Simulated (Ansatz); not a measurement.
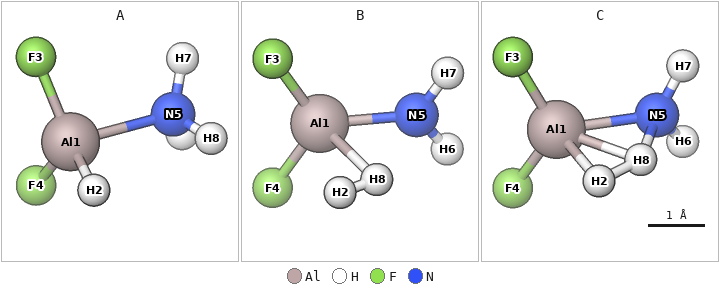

3 geometries from a converged minimum-energy path of AlNH₄F₂, shuffled. Style: ball-and-stick. Shown at a tilt.

The calculation used Ansatz, RKS B3LYP-D4/def2-SVP. Set-up: 9 movable images; climbing image; force threshold 0.05 eV/Å; iteration limit 60; starting path through a guess of the saddle point.

### Which frame is the top of the path?

C. In order along the path, whose images run from 0 to 10: A (image 1, +2.4 kJ/mol), C (image 6, +148.8 kJ/mol), B (image 8, +95.4 kJ/mol). Breaking: Al1–H2 (1.58 → 1.80 at the top → 2.34 Å), N5–H8 (1.02 → 1.43 at the top → 2.75 Å). Forming: H2–H8 (2.99 → 1.01 at the top → 0.77 Å).

The run took 3.9 min on 1 thread of AMD EPYC 7R43 64-Core Processor (Zen 3) (shared host), peak memory 0.16 GiB.
